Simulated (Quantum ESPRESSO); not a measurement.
# Mg (Im-3m): phonons by linear response, part 2 of 2

How does Mg (Im-3m) vibrate, and is this structure a minimum?

Quantum ESPRESSO 7.5; DFT LDA, scalar-relativistic, plane waves, PseudoDojo norm-conserving pseudopotentials.

So far. Step 2 (A first look): No gap opens on this mesh, so smearing is kept; the start stands at -1.2 GPa. Step 4 (Ground state): The cell stands at 0.047 GPa, close enough for phonons. The relaxed cell has a = 3.510 Å (conventional setting).

This is not the structure that Mg takes at ambient pressure and room temperature (hexagonal, No. 194); it is a model or a phase of other conditions.

## 5. Phonons on a q mesh

Linear response treats each wavevector in the unit cell, with no supercell; the 4×4×4 mesh fixes the range of the force constants to be had.

The input, ph.in:

```
phonons
&inputph
   prefix = 'x'
   outdir = './tmp'
   fildyn = 'x.dyn'
   tr2_ph = 1.0d-18
   alpha_mix(1) = 0.4
   nmix_ph = 8
   ldisp = .true.
   nq1 = 4
   nq2 = 4
   nq3 = 4
/
```

Run with:

```sh
$ OMP_NUM_THREADS=1 mpirun -n 4 ph.x -nk 4 -in ph.in > ph.out
```

Log:

```text
[banners, grids, parts of the stress and lines that vanish by symmetry left out]
[banner, memory and clock lines left out]
Program PHONON v.7.5

     ./tmp/x.save/

     IMPORTANT: XC functional enforced from input :
     Exchange-correlation= PW
                           (   1   4   0   0   0   0   0)
     Any further DFT definition will be discarded
     Please, verify this is what you really want

     G-vector sticks info

     Reading collected, re-writing distributed wavefunctions in ./tmp/

     Dynamical matrices for ( 4, 4, 4)  uniform grid of q-points
     (   8 q-points):
       N         xq(1)         xq(2)         xq(3)
       1   0.000000000   0.000000000   0.000000000
       2   0.000000000  -0.250000000   0.250000000
       3   0.000000000   0.500000000  -0.500000000
       4  -0.250000000   0.750000000  -0.500000000
[...]
Number and degeneracy of irreps per q-point
       N         xq(1)         xq(2)         xq(3)   N irreps
       1   0.000000000   0.000000000   0.000000000       1
        3
       2   0.000000000  -0.250000000   0.250000000       3
     No degeneracy
       3   0.000000000   0.500000000  -0.500000000       3
     No degeneracy
       4  -0.250000000   0.750000000  -0.500000000       3
     No degeneracy
       5   0.000000000   0.000000000   0.500000000       2
        1   2
       6   0.000000000   0.750000000  -0.250000000       3
     No degeneracy
       7   0.500000000  -0.500000000   0.500000000       1
        3
       8   0.000000000   0.000000000  -1.000000000       1
        3

     Calculation of q =    0.0000000   0.0000000   0.0000000

     phonons

     bravais-lattice index     =            3
     lattice parameter (alat)  =       6.6337  a.u.
     unit-cell volume          =     145.9633 (a.u.)^3
     number of atoms/cell      =            1
     number of atomic types    =            1
     kinetic-energy cut-off    =      92.0000  Ry
     charge density cut-off    =     368.0000  Ry
     convergence threshold     =      1.0E-18
     beta                      =       0.4000
     number of iterations used =            8
     Exchange-correlation= PW
                           (   1   4   0   0   0   0   0)

     celldm(1)=    6.63373  celldm(2)=    0.00000  celldm(3)=    0.00000
     celldm(4)=    0.00000  celldm(5)=    0.00000  celldm(6)=    0.00000

     crystal axes: (cart. coord. in units of alat)
               a(1) = (  0.5000  0.5000  0.5000 )
               a(2) = ( -0.5000  0.5000  0.5000 )
               a(3) = ( -0.5000 -0.5000  0.5000 )

     reciprocal axes: (cart. coord. in units 2 pi/alat)
               b(1) = (  1.0000  0.0000  1.0000 )
               b(2) = ( -1.0000  1.0000  0.0000 )
               b(3) = (  0.0000 -1.0000  1.0000 )

     Atoms inside the unit cell:

     Cartesian axes

     site n.  atom      mass           positions (alat units)
        1  Mg     24.3050   tau(    1) = (    0.00000    0.00000    0.00000  )

     Computing dynamical matrix for
                    q = (   0.0000000   0.0000000   0.0000000 )

     49 Sym.Ops. (with q -> -q+G )

     G cutoff =  410.2077  (  17549 G-vectors)     FFT grid: ( 36, 36, 36)

     number of k points=   145  Marzari-Vanderbilt smearing, width (Ry)=  0.0200

     PseudoPot. # 1 for Mg read from file:
     ./pseudo/Mg.upf
     Pseudo is Norm-conserving, Zval = 10.0

     Mode symmetry, O_h (m-3m)  point group:

     Atomic displacements:
     There are    1 irreducible representations

     Representation     1      3 modes -  To be done

     Alpha used in Ewald sum =   2.8000

     Representation #   1 modes #   1   2   3

     Self-consistent Calculation
      iter #   1   av.it.:   7.5
      thresh= 1.000E-02 alpha_mix =  0.400 |ddv_scf|^2 =  3.880E-06
      iter #   2   av.it.:   9.7
      thresh= 1.970E-04 alpha_mix =  0.400 |ddv_scf|^2 =  7.966E-07
      iter #   3   av.it.:  10.4
      thresh= 8.925E-05 alpha_mix =  0.400 |ddv_scf|^2 =  1.699E-10
      iter #   4   av.it.:   9.1
      thresh= 1.303E-06 alpha_mix =  0.400 |ddv_scf|^2 =  3.126E-11
[...]
End of self-consistent calculation

     Convergence has been achieved

     Number of q in the star =    1
     List of q in the star:
[...]
Diagonalizing the dynamical matrix

     q = (    0.000000000   0.000000000   0.000000000 )

 **************************************************************************
     freq (    1) =       0.172678 [THz] =       5.759905 [cm-1]
     freq (    2) =       0.172678 [THz] =       5.759905 [cm-1]
     freq (    3) =       0.172678 [THz] =       5.759905 [cm-1]
 **************************************************************************

     Mode symmetry, O_h (m-3m)  point group:

     freq (   1-   3) =          5.8  [cm-1]   --> T_1u G_15  G_4- I

     Calculation of q =    0.0000000  -0.2500000   0.2500000
     [... set-up and bands at k+q left out ...]

     Mode symmetry, C_2v (mm2)  point group:

     Atomic displacements:
     There are    3 irreducible representations

     Representation     1      1 modes -  To be done

     Representation     2      1 modes -  To be done

     Representation     3      1 modes -  To be done

     Message from routine init_vloc:
     Interpolation table for Vloc re-allocated

     Alpha used in Ewald sum =   2.8000

     Representation #   1 mode #   1

     Self-consistent Calculation

[...]
[... iterations left out ...]
[...]
End of self-consistent calculation

     Convergence has been achieved

     Representation #   2 mode #   2

     Self-consistent Calculation

[...]
[... iterations left out ...]
[...]
End of self-consistent calculation

     Convergence has been achieved

     Representation #   3 mode #   3

     Self-consistent Calculation

[...]
[... iterations left out ...]
[...]
End of self-consistent calculation

     Convergence has been achieved

     Number of q in the star =   12
     List of q in the star:
[...]
Diagonalizing the dynamical matrix

     q = (    0.000000000  -0.250000000   0.250000000 )

 **************************************************************************
     freq (    1) =      -0.509435 [THz] =     -16.992926 [cm-1]
     freq (    2) =       3.995371 [THz] =     133.271222 [cm-1]
     freq (    3) =       5.546106 [THz] =     184.998180 [cm-1]
 **************************************************************************

     Mode symmetry, C_2v (mm2)  point group:

     freq (   1-   1) =        -17.0  [cm-1]   --> B_1  D_3  S_3
     freq (   2-   2) =        133.3  [cm-1]   --> B_2  D_4  S_4
     freq (   3-   3) =        185.0  [cm-1]   --> A_1  D_1  S_1

     Calculation of q =    0.0000000   0.5000000  -0.5000000
     [... set-up and bands at k+q left out ...]

     Mode symmetry, D_2h (mmm)  point group:

     Atomic displacements:
     There are    3 irreducible representations

[...]
Alpha used in Ewald sum =   2.8000

     Representation #   1 mode #   1

[...]
[... iterations left out ...]
[...]
Convergence has been achieved

[...]
Convergence has been achieved

[...]
Convergence has been achieved

     Number of q in the star =    6
     List of q in the star:
[...]
Diagonalizing the dynamical matrix

     q = (    0.000000000   0.500000000  -0.500000000 )

[...]
freq (    1) =      -1.043989 [THz] =     -34.823722 [cm-1]
     freq (    2) =       5.618397 [THz] =     187.409561 [cm-1]
     freq (    3) =       7.770256 [THz] =     259.187857 [cm-1]
[...]
Mode symmetry, D_2h (mmm)  point group:

     freq (   1-   1) =        -34.8  [cm-1]   --> B_2u
     freq (   2-   2) =        187.4  [cm-1]   --> B_1u
     freq (   3-   3) =        259.2  [cm-1]   --> B_3u

     Calculation of q =   -0.2500000   0.7500000  -0.5000000
     [... set-up and bands at k+q left out ...]

     Mode symmetry, C_s (m)     point group:

     Atomic displacements:
     There are    3 irreducible representations

[...]
Alpha used in Ewald sum =   2.8000

[...]
Convergence has been achieved

[...]
Convergence has been achieved

[...]
Convergence has been achieved

     Number of q in the star =   24
     List of q in the star:
[...]
Diagonalizing the dynamical matrix

     q = (   -0.250000000   0.750000000  -0.500000000 )

[...]
freq (    1) =       2.908838 [THz] =      97.028395 [cm-1]
     freq (    2) =       5.282308 [THz] =     176.198837 [cm-1]
     freq (    3) =       7.123245 [THz] =     237.605874 [cm-1]
[...]
Mode symmetry, C_s (m)     point group:

     freq (   1-   1) =         97.0  [cm-1]   --> A'
     freq (   2-   2) =        176.2  [cm-1]   --> A''
     freq (   3-   3) =        237.6  [cm-1]   --> A'

     Calculation of q =    0.0000000   0.0000000   0.5000000
     [... set-up and bands at k+q left out ...]

     Mode symmetry, C_4v (4mm)  point group:

     Atomic displacements:
     There are    2 irreducible representations

[...]
Alpha used in Ewald sum =   2.8000

[...]
Convergence has been achieved

     Representation #   2 modes #   2   3

[...]
Convergence has been achieved

     Number of q in the star =    6
     List of q in the star:
[...]
Diagonalizing the dynamical matrix

     q = (    0.000000000   0.000000000   0.500000000 )

[...]
freq (    1) =       5.223702 [THz] =     174.243935 [cm-1]
     freq (    2) =       5.223702 [THz] =     174.243935 [cm-1]
     freq (    3) =       5.339572 [THz] =     178.108942 [cm-1]
[...]
Mode symmetry, C_4v (4mm)  point group:

     freq (   1-   2) =        174.2  [cm-1]   --> E    G_5 D_5
     freq (   3-   3) =        178.1  [cm-1]   --> A_1  G_1 D_1

     Calculation of q =    0.0000000   0.7500000  -0.2500000
     [... set-up and bands at k+q left out ...]

     Mode symmetry, C_2v (mm2)  point group:

     Atomic displacements:
     There are    3 irreducible representations

[...]
Alpha used in Ewald sum =   2.8000

[...]
Convergence has been achieved

     Representation #   2 mode #   2

[...]
Convergence has been achieved

     Representation #   3 mode #   3

[...]
Convergence has been achieved

     Number of q in the star =   12
     List of q in the star:
[...]
Diagonalizing the dynamical matrix

     q = (    0.000000000   0.750000000  -0.250000000 )

[...]
freq (    1) =       5.206227 [THz] =     173.661050 [cm-1]
     freq (    2) =       6.416028 [THz] =     214.015659 [cm-1]
     freq (    3) =       7.498081 [THz] =     250.109049 [cm-1]
[...]
Mode symmetry, C_2v (mm2)  point group:

     freq (   1-   1) =        173.7  [cm-1]   --> A_1  D_1  S_1
     freq (   2-   2) =        214.0  [cm-1]   --> B_1  D_3  S_3
     freq (   3-   3) =        250.1  [cm-1]   --> B_2  D_4  S_4

     Calculation of q =    0.5000000  -0.5000000   0.5000000
     [... set-up and bands at k+q left out ...]

     Mode symmetry, T_d (-43m)  point group:

     Atomic displacements:
     There are    1 irreducible representations

     Representation     1      3 modes -  To be done

     Alpha used in Ewald sum =   2.8000

     Representation #   1 modes #   1   2   3

     Self-consistent Calculation

[...]
[... iterations left out ...]
[...]
End of self-consistent calculation

     Convergence has been achieved

     Number of q in the star =    2
     List of q in the star:
[...]
2   0.500000000  -0.500000000  -0.500000000

     Diagonalizing the dynamical matrix

     q = (    0.500000000  -0.500000000   0.500000000 )

[...]
freq (    1) =       5.392202 [THz] =     179.864499 [cm-1]
     freq (    2) =       5.392202 [THz] =     179.864499 [cm-1]
     freq (    3) =       5.392202 [THz] =     179.864499 [cm-1]
[...]
Mode symmetry, T_d (-43m)  point group:

     freq (   1-   3) =        179.9  [cm-1]   --> T_2  G_15 P_4

     Calculation of q =    0.0000000   0.0000000  -1.0000000
     [... set-up and bands at k+q left out ...]

     Mode symmetry, O_h (m-3m)  point group:

     Atomic displacements:
     There are    1 irreducible representations

     Representation     1      3 modes -  To be done

     Alpha used in Ewald sum =   2.8000

     Representation #   1 modes #   1   2   3

     Self-consistent Calculation

      iter #   1   av.it.:   7.6
      thresh= 1.000E-02 alpha_mix =  0.400 |ddv_scf|^2 =  9.034E-06

      [... iterations left out ...]
      iter #   9   av.it.:  10.0
      thresh= 1.082E-10 alpha_mix =  0.400 |ddv_scf|^2 =  6.117E-21

     End of self-consistent calculation

     Convergence has been achieved

     Number of q in the star =    1
     List of q in the star:
          1   0.000000000   0.000000000  -1.000000000

     Diagonalizing the dynamical matrix

     q = (    0.000000000   0.000000000  -1.000000000 )

 **************************************************************************
     freq (    1) =       7.266138 [THz] =     242.372279 [cm-1]
     freq (    2) =       7.266138 [THz] =     242.372279 [cm-1]
     freq (    3) =       7.266138 [THz] =     242.372279 [cm-1]
 **************************************************************************

     Mode symmetry, O_h (m-3m)  point group:

     freq (   1-   3) =        242.4  [cm-1]   --> T_1u G_15  G_4-


[key lines of the parts left out:]
the Fermi energy is     5.9513 ev
```

It took 38 min on 4 MPI ranks of Arm Neoverse V2, shared host.

Read from the output:

```yaml
largest_acoustic_frequency_at_the_zone_centre_before_the_sum_rule: 5.76 cm⁻¹
lowest_mode_on_the_q_mesh_acoustic_ones_at_the_zone_centre_apart: -34.82 cm⁻¹
```

Frequencies (cm⁻¹) at each irreducible wavevector; negative means imaginary. Frequencies by wavevector:

```csv
q (fractions),star,mode 1,mode 2,mode 3
0 0 0,1,5.76,5.76,5.76
0 0 0.25,12,-16.99,133.3,185
0 0 -0.5,6,-34.82,187.4,259.2
0 0.25 -0.5,24,97.03,176.2,237.6
0.25 0.25 0.25,6,174.2,174.2,178.1
0.25 0.25 -0.5,12,173.7,214,250.1
0.25 -0.25 0.25,2,179.9,179.9,179.9
-0.5 -0.5 -0.5,1,242.4,242.4,242.4
```

The acoustic modes at Γ come out as far as 5.8 cm⁻¹ from zero, where they should vanish, a small numerical error.

## 6. Force constants in real space

The dynamical matrices of the mesh are Fourier-transformed to force constants in real space.

The input, q2r.in:

```
&input
   fildyn = 'x.dyn'
   zasr = 'simple'
   flfrc = 'x.fc'
/
```

Run with:

```sh
$ q2r.x < q2r.in > q2r.out
```

Log:

```text
[banners, grids, parts of the stress and lines that vanish by symmetry left out]
[banner, memory and clock lines left out]
Program Q2R v.7.5

  reading grid info from file x.dyn0

  reading force constants from file x.dyn1
  Dielectric Tensor not found
  nqs=            1
 q=   0.00000000  0.00000000  0.00000000
  reading force constants from file x.dyn2
  nqs=           12
 q=   0.00000000 -0.25000000  0.25000000
[...]
reading force constants from file x.dyn7
  nqs=            2
[...]
q=   0.50000000 -0.50000000 -0.50000000
  reading force constants from file x.dyn8
  nqs=            1
 q=   0.00000000  0.00000000 -1.00000000

      q-space grid ok, #points =   64

      fft-check success (sum of imaginary terms < 10^-12)
```

Run time: 0.46 s. Hardware: 1 thread.

## 7. Dispersion

From the force constants any wavevector is cheap; points of the mesh come back as solved, but for the sum rule and, in polar crystals, the LO-TO term at Γ; the rest is interpolation.

The input, matdyn.in:

```
&input
   asr = 'simple'
   flfrc = 'x.fc'
   flfrq = 'x.freq'
   flvec = 'x.modes'
   q_in_band_form = .true.
   q_in_cryst_coord = .true.
/
8
  0.0000000   0.0000000   0.0000000  12  ! GAMMA
  0.5000000   0.5000000  -0.5000000  12  ! H
  0.5000000   0.0000000  -0.5000000  12  ! N
  0.0000000   0.0000000   0.0000000  12  ! GAMMA
  0.7500000   0.2500000  -0.2500000  12  ! P
  0.5000000   0.5000000  -0.5000000   1  ! H
  0.7500000   0.2500000  -0.2500000  12  ! P
  0.5000000   0.0000000  -0.5000000   1  ! N
```

Run with:

```sh
$ matdyn.x -in matdyn.in > matdyn.out
```

Log:

```text
[banner, memory and clock lines left out]
Program MATDYN v.7.5

 mass for atomic type   1 not given; uses mass from file x.fc
     Message from routine matdyn:
     Z* not found in file x.fc, TO-LO splitting at q=0 will be absent!
     Message from routine matdyn:
     Z* not found in file x.fc, TO-LO splitting at q=0 will be absent!

Note: The following floating-point exceptions are signalling: IEEE_UNDERFLOW_FLAG
```

The job ended after 0.46 s (1 thread).

This step gave:

* lowest frequency on the path: -35.30 cm⁻¹

Matdyn.x, sum rule simple. Phonon branches along the path, in cm⁻¹:

```csv
point,branch 1,branch 2,branch 3
Γ,0,0,0
H,242,242,242
N,-35,187,259
Γ,0,0,0
P,180,180,180
H,242,242,242
jump to P,180,180,180
N,-35,187,259
```

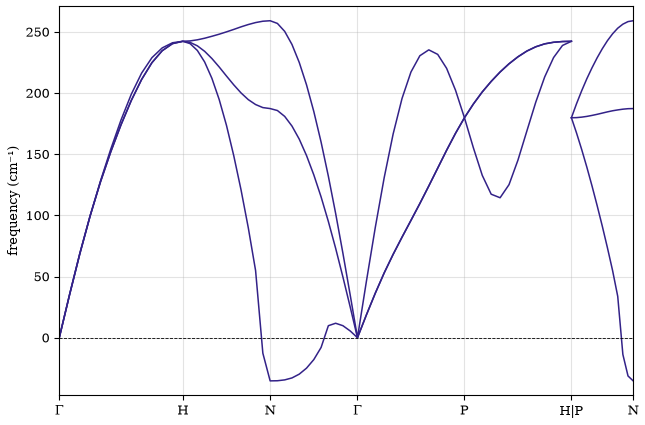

Phonon branches along the path.

Lowest modes at the softest wavevector of the mesh; phase exp(i q.(R + tau)). Modes at q = (0.500, 0.500, 0.000) (negative means imaginary):

```csv
mode,frequency (cm⁻¹)
1,-34.8
2,187.4
3,259.2
```

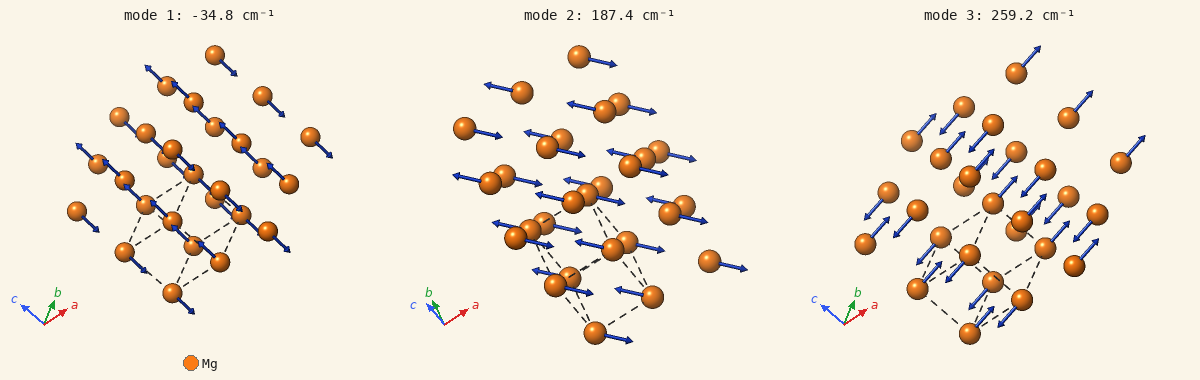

Displacement patterns of modes 1, 2 and 3 at q = (0.500, 0.500, 0.000); arrows are exaggerated. 2×2×2 cells are drawn. The axes are those of the cell as run, not the conventional ones. Some periodic images of atoms are drawn too.

Force constants by pair (phonopy on the run's constants); pairs near half the supercell's span include their periodic images. Pair force constants, by row:

```csv
atom,neighbour,distance (Å),third of the trace (eV/Å²),along the pair's line (eV/Å²)
Mg1,itself,0,2.858,–
Mg1,Mg,3.04,-0.3245,-1.073
Mg1,Mg,3.51,-0.0231,-0.0123
Mg1,Mg,4.964,-0.0078,-0.0378
Mg1,Mg,5.821,-0.0012,0.0041
Mg1,Mg,6.08,0.0158,0.0392
Mg1,Mg,7.021,-0.0022,-0.0145
```

Mode patterns, pair constants, displacements and means over the zone were worked out by phonopy from the force constants of q2r.x.

The path dips to 35i cm⁻¹.

## 8. Sums over the zone

Sums over the zone need many more wavevectors than were solved, so the interpolation is sampled on a dense mesh.

The input, matdyn.in:

```
&input
   asr = 'simple'
   flfrc = 'x.fc'
   dos = .true.
   fldos = 'x.dos'
   nk1 = 18
   nk2 = 18
   nk3 = 18
   deltaE = 0.3
/
```

Run with:

```sh
$ matdyn.x -in matdyn.in > matdyn.out
```

Log:

```text
[banner, memory and clock lines left out]
Program MATDYN v.7.5

 mass for atomic type   1 not given; uses mass from file x.fc
     Message from routine matdyn:
     Z* not found in file x.fc, TO-LO splitting at q=0 will be absent!

Note: The following floating-point exceptions are signalling: IEEE_UNDERFLOW_FLAG
```

It took 3.2 s on 1 thread.

Numbers from this step:

```yaml
share_of_modes_beyond_3i_cm_minus1_on_the_dense_interpolated_mesh: 0.0046
```

The phonon density of states has structure finer than the step of the table below, so its rows give means over 25 cm⁻¹, whole bins alone (the curve runs from -35.3 to 258 cm⁻¹). Peaks (cm⁻¹: height): 186.1: 0.0250, 241.9: 0.0394.

Tetrahedra. Table of phonon density of states by wavenumber; means over each step:

```csv
wavenumber (cm⁻¹),phonon density of states (1/cm⁻¹/cell)
0,0.00100
25,0.00283
50,0.00585
75,0.00826
100,0.0104
125,0.00981
150,0.0104
175,0.0173
200,0.0164
225,0.0202
```

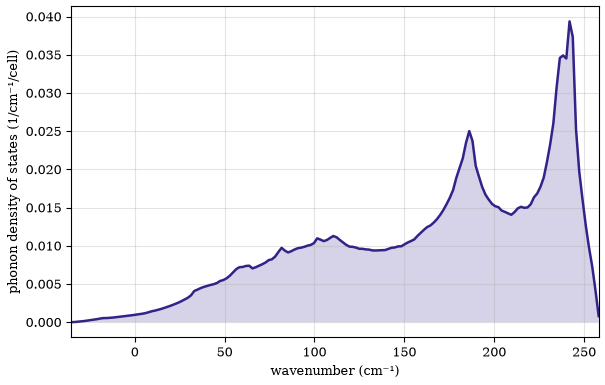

Phonon density of states, plotted against wavenumber.

## 9. The dispersion under another sum rule (asr no)

The sum rule corrects the force constants themselves, so it can shift branches at any wavevector, low ones most.

The input, matdyn.in:

```
&input
   asr = 'no'
   flfrc = 'x.fc'
   flfrq = 'x.freq'
   flvec = 'x.modes'
   q_in_band_form = .true.
   q_in_cryst_coord = .true.
/
8
  0.0000000   0.0000000   0.0000000   8  ! GAMMA
  0.5000000   0.5000000  -0.5000000   8  ! H
  0.5000000   0.0000000  -0.5000000   8  ! N
  0.0000000   0.0000000   0.0000000   8  ! GAMMA
  0.7500000   0.2500000  -0.2500000   8  ! P
  0.5000000   0.5000000  -0.5000000   1  ! H
  0.7500000   0.2500000  -0.2500000   8  ! P
  0.5000000   0.0000000  -0.5000000   1  ! N
```

Run with:

```sh
$ matdyn.x -in matdyn.in > matdyn.out
```

Log:

```text
[banner, memory and clock lines left out]
Program MATDYN v.7.5

 mass for atomic type   1 not given; uses mass from file x.fc
     Message from routine matdyn:
     Z* not found in file x.fc, TO-LO splitting at q=0 will be absent!
     Message from routine matdyn:
     Z* not found in file x.fc, TO-LO splitting at q=0 will be absent!

Note: The following floating-point exceptions are signalling: IEEE_UNDERFLOW_FLAG
```

It took 0.46 s on 1 thread.

This step gave:

- lowest frequency on the path: -34.82 cm⁻¹

At the labelled points the branches move by no more than 5.9 cm⁻¹.

## 10. What came out

| Property | Result |
| --- | --- |
| space group after relaxation | Im-3m |
| volume per atom | 21.6 Å³ |
| q mesh | 4×4×4 |
| lowest mode on the q mesh (acoustic ones at the zone centre apart) | -34.8 cm⁻¹ |
| imaginary modes on the q mesh | yes |

Mg (Im-3m) is unstable: a mode solved on the 4×4×4 mesh is imaginary, 35i cm⁻¹; its spectrum reaches 259 cm⁻¹. The most unstable solved mode lies at q = (0, 0, -0.5), on the zone boundary, so the distortion that it points to doubles the cell. These are harmonic frequencies at zero temperature: anharmonic shifts and linewidths and thermal expansion are left out. In a metal the frequencies hang on the k mesh and the smearing, most of all near Kohn anomalies. The structure comes from a database and need not be the phase that is stable at ambient conditions.

[Host names and launcher messages were left out of these logs when they were recorded.]

[Logs are printed without paths, hosts, clocks, repeated set-up lines and the standing remarks that a program may print on its own settings, such as how far it seeks lower states.]

[Hosts, paths, dates, database ids (printed as entryN), source tags and the programs' standing remarks are cut or masked in the printed files.]
